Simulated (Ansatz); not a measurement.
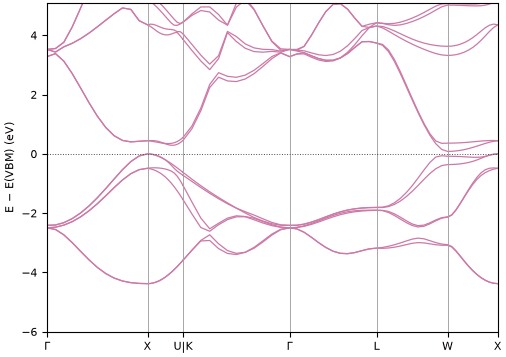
Figure: Band structure from the program Ansatz at the PBEsol with spin–orbit coupling level (PAW)

Question: Read off the gap and where the band edges lie.

Answer: About 0.1 eV (0.08 eV by a search for the band edges); maximum at X, minimum at W.

The material is HfC (zinc blende, space group No. 216).

Space group F-43m (zinc blende). The start of the workflow was typed in or built on a structure type; neither database checked (COD, Materials Project) lists it. It is not the phase usual at ambient conditions (space group No. 225). Symmetry was held in the PBEsol relaxation; its stability against distortions is not shown here. The run is not spin-polarised.

Potentials: the earlier of the program's two PAW sets. The files were generated under PBE; for other functionals the program regenerates the frozen cores, and for LDA and PBEsol the local potential too.
